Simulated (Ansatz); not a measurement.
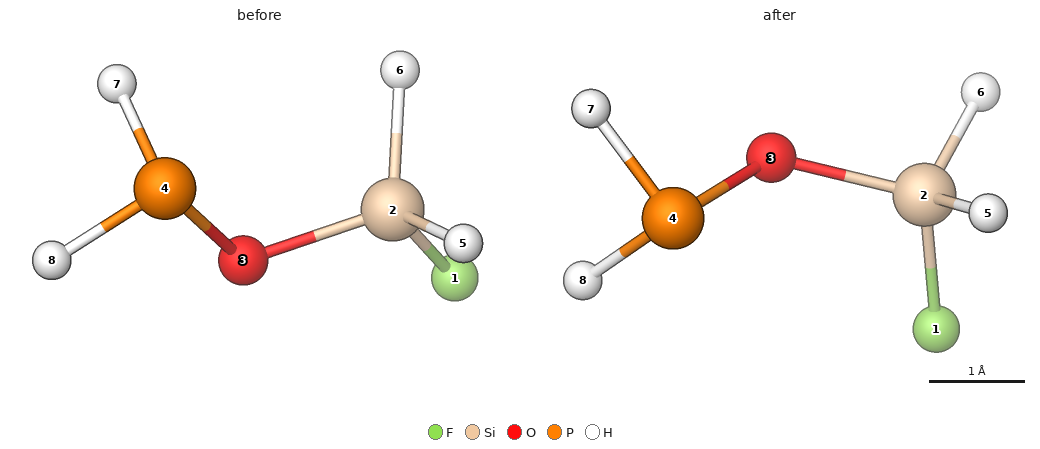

The structure of SiPH4OF (coarse preliminary run) before (left) and after (right) a relaxation, at one scale.

A ball-and-stick model, seen at a tilt.

The start comes from a force field.

The calculation used Ansatz, RKS PBE-D4/def2-SVP.

The input:
```yaml
crystal:
  periodic: [false, false, false]
  atoms:
    - {symbol: F, position_ang: [-1.748900, 1.719300, -0.492500]}
    - {symbol: Si, position_ang: [-0.429500, 1.098600, -0.003300]}
    - {symbol: O, position_ang: [-0.378700, -0.447200, -0.613100]}
    - {symbol: P, position_ang: [1.048700, -1.234200, -0.107800]}
    - {symbol: H, position_ang: [0.709600, 1.917300, -0.519200]}
    - {symbol: H, position_ang: [-0.427800, 1.109600, 1.484000]}
    - {symbol: H, position_ang: [0.473000, -1.819200, 1.081800]}
    - {symbol: H, position_ang: [0.845800, -2.401400, -0.885700]}
basis:
  gaussian: {orbitals: def2-SVP}
hamiltonian: {xc: pbe, dispersion: d4}
relax: {f_tol: 0.03, max_steps: 200}
```

Summarise the run.

Answer. The largest move after the best rigid fit is that of O3, 1.09 Å. Largest moves by element: O 1.09 Å, H 1.06 Å, F 0.76 Å, P 0.34 Å, Si 0.20 Å. Near-neighbour distances that change, for instance: F1–Si2 1.538 → 1.635 Å, P4–H8 1.417 → 1.450 Å, O3–P4 1.707 → 1.698 Å, Si2–O3 1.663 → 1.670 Å. Among the angles between lasting bonds that change: Si2–O3–P4 110.2° → 125.7°, O3–Si2–H6 111.9° → 106.3°, H5–Si2–H6 109.9° → 114.5°. Groups turn about Si2–O3 by about 100°, O3–P4 by about 60°. After 14 accepted moves (16 points after the start) the energy has fallen by 0.392 eV. The largest force component goes from 3.3 to 0.027 eV/Å. The line search rejected the trial steps at points 7, 14 of the run. The forces were under the threshold at step 13, but the run went on from there. The run took of the order of 50 core-seconds on a shared host.
